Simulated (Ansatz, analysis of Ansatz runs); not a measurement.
# An added hole started on Co in Na3CoO2 (P4_2/mnm), part 2 of 2

Question: does an added hole stay on the Co atom where it is started in Na3CoO2 (P4_2/mnm), and if so, how high is the barrier for a hop to another Co site nearby? Model: a cell of 48 host atoms.

Ansatz 0.2.0; plane-wave PAW DFT, PBEsol+U; relaxation of all atoms of a supercell at fixed charge in a uniform background; PAW set soft_1.

So far. Step 2 (The cell without the carrier): The largest displacement from an ideal site is 0.006 Å.

In doubt: warnings of the run leave room for a lower electronic state, so energies may not be the lowest and differences between runs may mislead.

### 3. The hole on the first site

The nearest neighbour or neighbours of the site start displaced and the site's starting moment is changed by the carrier's spin, since a carrier doesn't trap itself in the undistorted lattice.

Input file A.relax/input.yaml:

```yaml
crystal:
  lattice:
    - [9.33837009, 0.0, 0.0]
    - [0.0, 9.33837009, 0.0]
    - [0.0, 0.0, 9.23098123]
  atoms:
    - { symbol: Na, position: [0.858474, 0.140942, 0.250275] }
    - { symbol: Na, position: [0.140662, 0.858617, 0.250608] }
    - { symbol: Na, position: [0.640515, 0.640975, 0.000222] }
    - { symbol: Na, position: [0.358101, 0.358471, 0.000395] }
    - { symbol: Na, position: [0.97368, 0.657609, 3.9e-05] }
    - { symbol: Na, position: [0.025123, 0.342324, -7.6e-05] }
    - { symbol: Na, position: [0.157139, 0.52569, 0.24994] }
    - { symbol: Na, position: [0.841877, 0.473975, 0.250021] }
    - { symbol: Na, position: [0.341683, 0.025366, 0.000227] }
    - { symbol: Na, position: [0.525418, 0.157351, 0.250164] }
    - { symbol: Na, position: [0.65727, 0.974222, 7.8e-05] }
    - { symbol: Na, position: [0.473694, 0.842304, 0.250054] }
    - { symbol: Co, position: [0.676568, 0.322708, 0.00012], spin: 2.0 }
    - { symbol: Co, position: [0.17675, 0.176968, 0.250136], spin: 2.0 }
    - { symbol: Co, position: [0.822385, 0.822701, 0.250108], spin: 2.0 }
    - { symbol: Co, position: [0.322237, 0.677013, 4.0e-05], spin: 2.0 }
    - { symbol: O, position: [0.961025, 0.694376, 0.250078] }
    - { symbol: O, position: [0.194036, 0.538269, -9.1e-05] }
    - { symbol: O, position: [0.304948, 0.03822, 0.250323] }
    - { symbol: O, position: [0.537902, 0.194441, 0.000327] }
    - { symbol: O, position: [0.694166, 0.96142, 0.250181] }
    - { symbol: O, position: [0.460998, 0.805208, 9.0e-05] }
    - { symbol: O, position: [0.038054, 0.305232, 0.249948] }
    - { symbol: O, position: [0.804832, 0.46144, 0.000125] }
    - { symbol: Na, position: [0.858023, 0.141217, 0.749605] }
    - { symbol: Na, position: [0.140625, 0.858516, 0.750533] }
    - { symbol: Na, position: [0.640648, 0.640883, 0.499626] }
    - { symbol: Na, position: [0.358281, 0.358302, 0.499508] }
    - { symbol: Na, position: [0.973772, 0.657398, 0.500132] }
    - { symbol: Na, position: [0.02525, 0.342158, 0.500035] }
    - { symbol: Na, position: [0.157254, 0.525407, 0.749984] }
    - { symbol: Na, position: [0.841633, 0.474233, 0.750028] }
    - { symbol: Na, position: [0.34176, 0.025371, 0.50032] }
    - { symbol: Na, position: [0.524952, 0.157543, 0.750261] }
    - { symbol: Na, position: [0.656996, 0.973882, 0.500255] }
    - { symbol: Na, position: [0.473839, 0.841952, 0.750123] }
    - { symbol: Co, position: [0.67673, 0.322552, 0.500054], spin: 3.0 }
    - { symbol: Co, position: [0.176553, 0.176938, 0.750078], spin: 2.0 }
    - { symbol: Co, position: [0.822294, 0.822628, 0.750102], spin: 2.0 }
    - { symbol: Co, position: [0.322337, 0.676841, 0.499984], spin: 2.0 }
    - { symbol: O, position: [0.960961, 0.694317, 0.74995] }
    - { symbol: O, position: [0.194173, 0.538008, 0.500099] }
    - { symbol: O, position: [0.304842, 0.038274, 0.750224] }
    - { symbol: O, position: [0.545909, 0.201505, 0.500288] }
    - { symbol: O, position: [0.694137, 0.961449, 0.750216] }
    - { symbol: O, position: [0.461069, 0.805073, 0.500082] }
    - { symbol: O, position: [0.037768, 0.30512, 0.750051] }
    - { symbol: O, position: [0.797606, 0.453533, 0.5] }
total_charge: 1
basis:
  ecutwfc: 420
  xc_grid: 2
hamiltonian:
  xc: pbesol
  hubbard:
    sites: [{ species: Co, l: d, u_eff: 4.0 }]
    projectors: ortho-atomic
  pseudopotentials: { kind: paw, azcp: { folder: soft_1 }, xc_functional: pbe }
kpoints:
  mp_grid: { grid: [1, 1, 1] }
magnetization:
  spin_polarized: true
  initial_magnetization: 17
  spin_locking: { lock_magnetization: hard }
scf:
  occupations: { method: fermi_dirac, width: 0.01 }
  max_iter: 120
  lower_state_search: "off"
output:
  forces: true
relax:
  f_tol: 0.015
  max_steps: 70
  escape_saddle: false
checkpoint:
  write: "../A.relax.run"
  compress: false
  write_wavefunctions: true
  write_every: 100000
```

Command:

```sh
$ ansatz run input.yaml --threads 8 --pin off --max-ram 17899MiB --backend cpu --events-out ev --progress --plain --runs-dir out
```

Numbers of over 12 decimals in the logs are rounded to 6 here.

What it wrote:

```text
[...]
Crystal: 48 atoms, lattice volume = 804.989 Å³
Basis set: ecut = 420 eV, 15719 PW (Γ), exchange–correlation on 128×128×128 points (8 copies of the dense FFT grid, shifted against one another)
Bands: 280, of which v1, the nominal top of the filled ones, is band 224 counted from 1 (223 counted from 0)
Symmetry: 1 space group operations
[...]
k-points: 1
[...]
Starting moments: Σ|m| = 17 μB on 8 of 48 sites
[...]
SCF iter   1: F=—  HF=-85164.356825 eV  |F-HF|=—  |Δ(HF+E_count)|=         —  Δρ=1.40e-1 (↑6.74e-2 ↓1.40e-1)  dr2=2.82e2  dr2_m=1.25e1  M=17.000 μB ∫|m|=18.058 μB  β_m=0.30  ethr=3.10e-3  ⟨swp⟩=6.0  Hψ=1935  notcnv=0
[...]
SCF iter  25: F=-85139.776354 eV  HF=-85139.776356 eV  |F-HF|=2.30e-6  |Δ(HF+E_count)|=   3.19e-6  Δρ=1.89e-5 (↑5.91e-6 ↓1.89e-5)  dr2=5.22e-6  dr2_m=7.72e-7  M=17.000 μB ∫|m|=19.391 μB  ethr=1.26e-9  ⟨swp⟩=2.0  Hψ=1694  notcnv=0
SCF 1 converged in 25 iterations: F = -85139.776354 eV  dr2 = 5.22e-6
[...]
relax step   1: F+E_penalty+E_count = -85139.77635418 eV  Δ(F+E_penalty+E_count) = +0.000e0 eV  max|allowed force component| = 1.958e0 eV/Å  Δτ_max = 0.0000 Å  (25 SCF iters, dr2 threshold 5.63e-6 eV, accepted)
[...]
relax step   2: F+E_penalty+E_count = -85139.94564546 eV  Δ(F+E_penalty+E_count) = -1.693e-1 eV  max|allowed force component| = 9.819e-1 eV/Å  Δτ_max = 0.0383 Å  (11 SCF iters, dr2 threshold 1.00e-4 eV, accepted)
relax step   3: F+E_penalty+E_count = -85139.98527263 eV  Δ(F+E_penalty+E_count) = -3.963e-2 eV  max|allowed force component| = 2.363e-1 eV/Å  Δτ_max = 0.1312 Å  (10 SCF iters, dr2 threshold 6.03e-5 eV, accepted)
relax step   4: F+E_penalty+E_count = -85140.02398509 eV  Δ(F+E_penalty+E_count) = -3.871e-2 eV  max|allowed force component| = 8.430e-2 eV/Å  Δτ_max = 0.0965 Å  (14 SCF iters, dr2 threshold 3.49e-6 eV, accepted)
relax step   5: F+E_penalty+E_count = -85140.02642446 eV  Δ(F+E_penalty+E_count) = -2.439e-3 eV  max|allowed force component| = 2.336e-2 eV/Å  Δτ_max = 0.0094 Å  (32 SCF iters, dr2 threshold 4.44e-7 eV, accepted)
SCF iter   1: F=—  HF=-85140.028328 eV  |F-HF|=—  |Δ(HF+E_count)|=         —  Δρ=1.70e-3 (↑3.19e-4 ↓1.70e-3)  dr2=4.93e-2  dr2_m=5.20e-3  M=17.000 μB ∫|m|=19.447 μB  β_m=0.30  ethr=5.06e-5  ⟨swp⟩=5.0  Hψ=1018  notcnv=0  defer=84
[...]
SCF iter  13: F=-85140.027248 eV  HF=-85140.027248 eV  |F-HF|=2.20e-9  |Δ(HF+E_count)|=   4.50e-8  Δρ=1.29e-6 (↑9.29e-7 ↓1.29e-6)  dr2=1.87e-8  dr2_m=3.50e-9  M=17.000 μB ∫|m|=19.445 μB  ethr=2.24e-11  ⟨swp⟩=1.5  Hψ=1486  notcnv=0
SCF 6 converged in 13 iterations: F = -85140.027248 eV  dr2 = 1.87e-8
relax step   6: F+E_penalty+E_count = -85140.02724831 eV  Δ(F+E_penalty+E_count) = -8.238e-4 eV  max|allowed force component| = 9.539e-3 eV/Å  Δτ_max = 0.0104 Å  (13 SCF iters, accepted)
NSCF: frozen V_eff on 1 k-points
[...]
SCF converged after 13 iterations
Stability checked in part: among states of this total moment the steps that led to this state did not find it unstable. No probe was made; neither looks for a lower state of another moment (fixed_total_moment; see scf.lower_state_search)
Magnetization: 17.0000 μB (232.0000 up, 215.0000 down)
Absolute magnetization: 19.4468 μB (∫|ρ↑−ρ↓|, with the PAW one-centre terms)
[...]
Per-site moments (μB) at R_I (Å): [(-0.00307247, 0.934899), (-0.00305055, 0.934821), (-0.00340131, 0.937278), [... 45 left out ...]
Free energy (F): -85140.027248 eV
[...]
Internal energy: -85140.026248 eV  (E = F + TS)
E sigma→0 (E₀):  -85140.026748 eV
Entropy (-TS):   -0.001000 eV (-0.021 meV/atom)
Fermi energy:    4.061560 (↑ 4.579211, ↓ 4.061560) eV
[...]
--- Forces (eV/Å), atoms counted from 1 ---
  atom   1  Na    -0.00571932     0.00565323    -0.00139859
  atom   2  Na     0.00057355    -0.00052352     0.00302722
  [... 5 atoms left out ...]
  atom   8  Na    -0.00677120    -0.00284911    -0.00154593
  [... 1 atom left out ...]
  atom  10  Na     0.00289845     0.00675886    -0.00128268
  [... 2 atoms left out ...]
  atom  13  Co     0.00159256    -0.00153557    -0.00009703
  [... 6 atoms left out ...]
  atom  20  O     -0.00951997    -0.00832262     0.00026312
  [... 2 atoms left out ...]
  atom  23  O      0.00697453    -0.00243605     0.00083901
  atom  24  O      0.00833499     0.00953913     0.00035323
  [... 12 atoms left out ...]
  atom  37  Co     0.00060689    -0.00070732     0.00004522
  [... 6 atoms left out ...]
  atom  44  O      0.00729239     0.00690266     0.00000385
  [... 3 atoms left out ...]
  atom  48  O     -0.00688492    -0.00712088     0.00012135
  max |Σ_I F_I| component: 8.96e-6 eV/Å
--- Band table (eV) ---
[...]
Occupation matrices written to <dir>
--- Relaxed structure (6 steps of the walk, 6 accepted, 0 SCFs on fresh bases) ---
  F+E_penalty+E_count = -85140.02724831 eV   max|allowed force component| = 9.539e-3 eV/Å
  atoms:
    - { symbol: Na, position: [0.863639, 0.135608, 0.250705] }
    - { symbol: Na, position: [0.136284, 0.862960, 0.248936] }
    [... 5 atoms left out ...]
    - { symbol: Na, position: [0.844112, 0.475355, 0.250174] }
    [... 1 atom left out ...]
    - { symbol: Na, position: [0.523890, 0.155134, 0.250175] }
    [... 2 atoms left out ...]
    - { symbol: Co, position: [0.673762, 0.325486, 9.932578352981769e-5] }
    [... 6 atoms left out ...]
    - { symbol: O, position: [0.538251, 0.195684, 9.73622533849464e-5] }
    [... 2 atoms left out ...]
    - { symbol: O, position: [0.037376, 0.305073, 0.250123] }
    - { symbol: O, position: [0.803563, 0.460996, 8.862669676696696e-5] }
    [... 12 atoms left out ...]
    - { symbol: Co, position: [0.673786, 0.325461, 0.500096] }
    [... 6 atoms left out ...]
    - { symbol: O, position: [0.538206, 0.195579, 0.500101] }
    [... 3 atoms left out ...]
    - { symbol: O, position: [0.803669, 0.461038, 0.500094] }
```

Run time: 67 s. Hardware: 8 threads of Arm Neoverse V1, shared host; peak memory 1.6 GiB; 8.3 min of CPU time.

Step by step:

```csv
step,energy less that of the first step (eV),largest force component (eV/Å)
1,0.0000,1.9578
2,-0.1693,0.9819
3,-0.2089,0.2363
4,-0.2476,0.0843
5,-0.2501,0.0234
6,-0.2509,0.0095
```

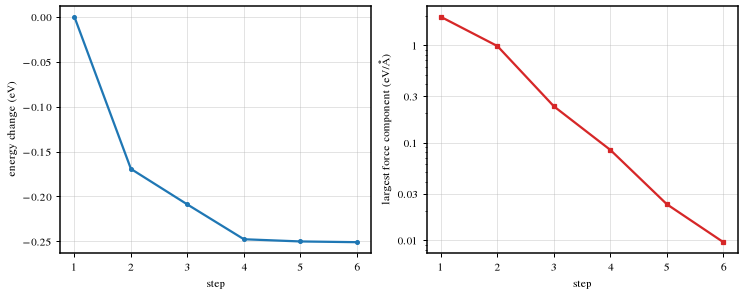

Energy and largest force along the relaxation.

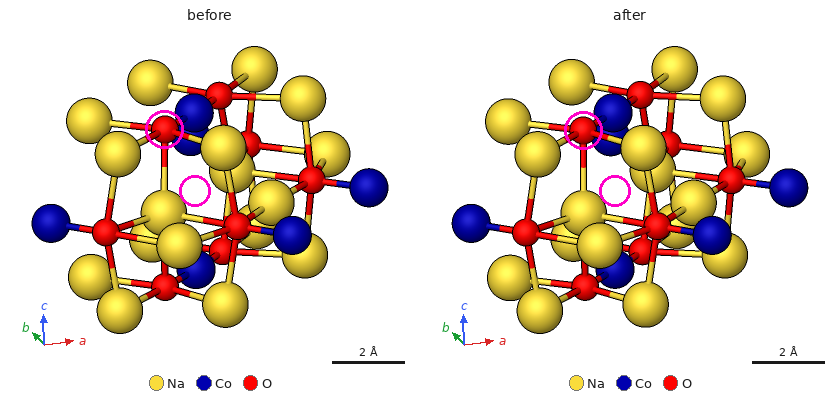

Before and after: the atoms that start within 5 Å of the centre. O44, which moves most, is ringed if it is among them. A ring with no atom in it marks the empty centre.

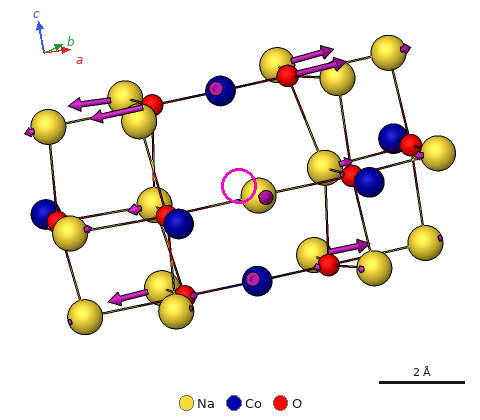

Displacements in the relaxation near the centre, exaggerated; the longest in the cell stands for 0.09 Å. A ring marks the centre wherever it is empty.

The atoms that moved most (Å):

```
atom      dx      dy      dz  length
 O44  -0.072  -0.055  -0.002   0.091
 O48   0.057   0.070   0.001   0.090
Na27   0.053   0.053   0.004   0.075
Na25   0.053  -0.052  -0.001   0.074
Na28  -0.052  -0.050   0.006   0.073
 Na3   0.051   0.052  -0.001   0.073
 Na4  -0.050  -0.048  -0.003   0.070
 Na1   0.048  -0.050   0.004   0.069
```

The moves above count from the input, in which the site's nearest neighbours were already displaced; the distances below compare with the cell without the carrier.

Distances from Co37 without and with the hole:

```csv
atom,without (Å),with (Å)
O48,1.76,1.75
O44,1.76,1.75
Na27,2.99,3.01
Na28,2.99,3.01
```

The largest changes of the moments are 0.13 μB on Co37, 0.13 μB on Co13 and 0.12 μB on Co40. The carrier did not stay on the chosen site.

### 4. What came out

```yaml
carrier_trapped_on_the_chosen_site: no
size_of_the_moment_change_on_that_site: 0.13 μB
```

**Reading.** With PBEsol+U (4 eV) (Co d 4.0 eV) the hole does not stay on the chosen Co atom: it is spread over 6.0 atoms in effect, so no hop between such sites was computed. The magnetic order was assumed and need not be the ground state; parallel spins on neighbours help a carrier to spread. The search for lower electronic states was switched off. Another U, a hybrid or another start may give another answer. Keep in mind: sampling at the zone centre alone can move energies of charged and open-shell states by tenths of an eV or more in cells of this size; gap and trapping depend on the U chosen (Co d 4.0 eV).

[Logs are printed without paths, hosts, clocks, repeated set-up lines and the standing remarks that a program may print on its own settings, such as how far it seeks lower states.]

[Hosts, paths, dates, database ids (printed as entryN), source tags and the programs' standing remarks are cut or masked in the printed files.]
